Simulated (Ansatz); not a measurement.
## How basis sets differ on BH3 (borane)

The species is BH3 (4 atoms), meant as a singlet with charge 0. As SMILES, `B`. The shape is that of a PBE0-D4/def2-TZVP optimisation.

Quantity: the vertical ionisation energy (to the doublet cation), in eV. The values are calculated.

```tsv
level	kind	program	value (eV)	CPU time (all runs)
HSE06/cc-pVDZ	range-separated hybrid	Ansatz	12.99	1.5 s
HSE06/cc-pVTZ	range-separated hybrid	Ansatz	13.02	2.4 s
HSE06/cc-pVQZ	range-separated hybrid	Ansatz	13.02	5.4 s
HSE06/cc-pV5Z	range-separated hybrid	Ansatz	13.02	14 s
```

The values span 12.99 to 13.02 eV. CPU times are rough (shared hosts, several kinds of processor): they show what a rung costs within a factor of a few.

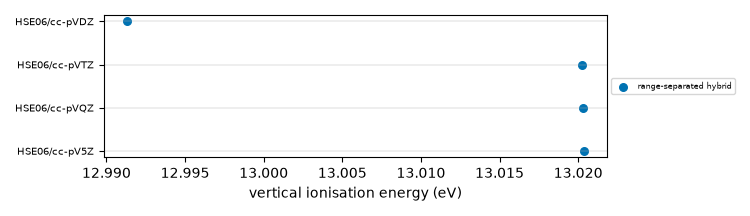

The values of the table, level by level.
